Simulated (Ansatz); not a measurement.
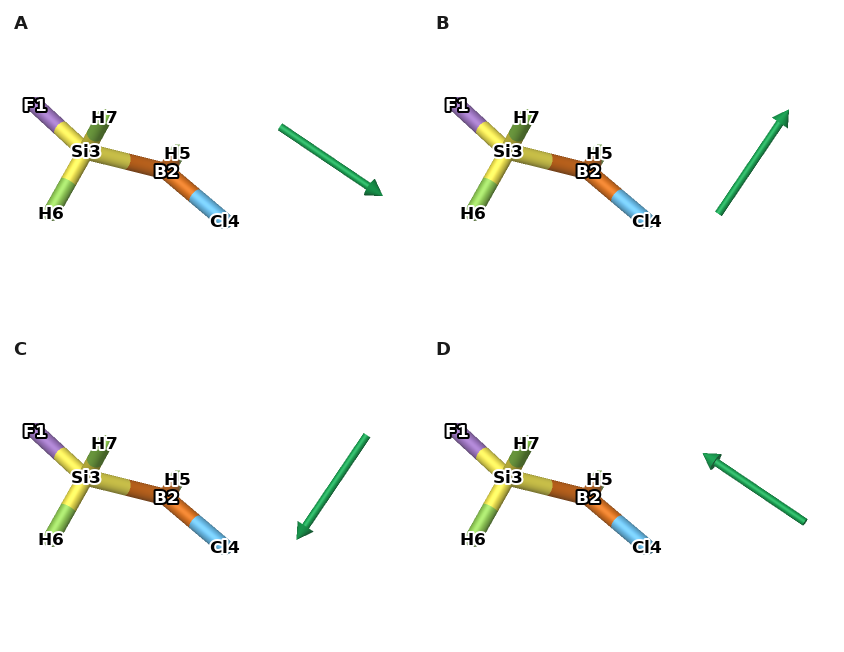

The same molecule four times, each with an arrow. The geometry was computed by an optimisation with PBE0-D4/def2-TZVP. No frequency run is at hand to confirm it as a minimum. Level of theory: RKS PBE0-D4/def2-TZVP (Ansatz 0.2.0).

> Which arrow points along the dipole moment, from the negative to the positive end?

A. The dipole moment is 0.91 D; it points from the side of F1 to the side of Cl4 (the outermost atoms at the two ends).
